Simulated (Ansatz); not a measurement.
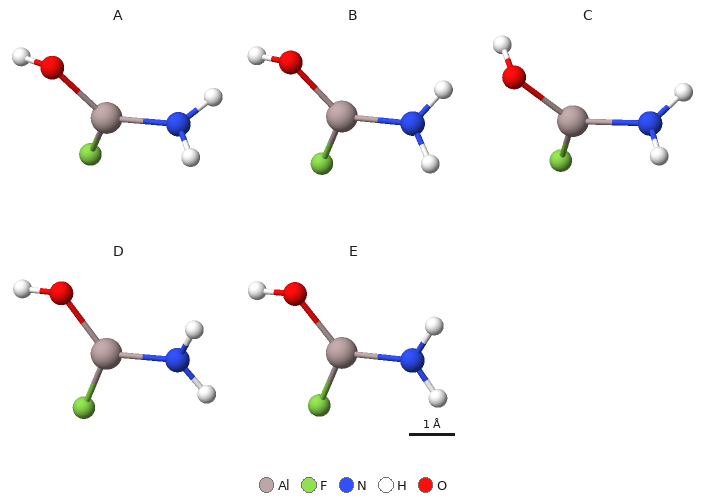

5 geometries from one relaxation of AlNH3OF, in shuffled order. Style: ball-and-stick. Shown from a free direction.

The run prepares the start of a later molecular dynamics calculation, from a guessed geometry.

Computed with RKS B3LYP-D4/cc-pVDZ (Ansatz 0.2.0). Settings: no spin polarisation; force threshold 0.02 eV/Å; at most 40 steps.

Order the frames from highest to lowest energy.

Answer. C, A, B, E, D. They are steps 0, 2, 4, 6, 10, at +90.0 kJ/mol, +55.0 kJ/mol, +19.6 kJ/mol, +2.78 kJ/mol relative to the last. Over 10 geometry steps the energy falls by 90.0 kJ/mol. The largest force component goes from 1.9 to 0.005 eV/Å. The largest moves after the best rigid fit, 1.01 Å, are those of H atoms. By element the largest moves are H 1.01 Å, O 0.67 Å, F 0.48 Å, Al 0.12 Å, N 0.07 Å. Among the contacts that change: Al–N 1.920 → 1.767 Å, Al–O 1.780 → 1.720 Å, H–O 1.010 → 0.964 Å, H–N 1.060 → 1.014 Å. Among the angles between lasting bonds that change: Al–O–H 109.5° → 121.3°, H–N–H 120.0° → 111.0°, Al–N–H 120.0° → 124.8°. Groups turn about Al–N by about 90°, Al–O by about 65°. Cost: 19 s on 1 thread of Intel(R) Xeon(R) 6975P-C (Granite Rapids) (shared host), peak memory 0.16 GiB.
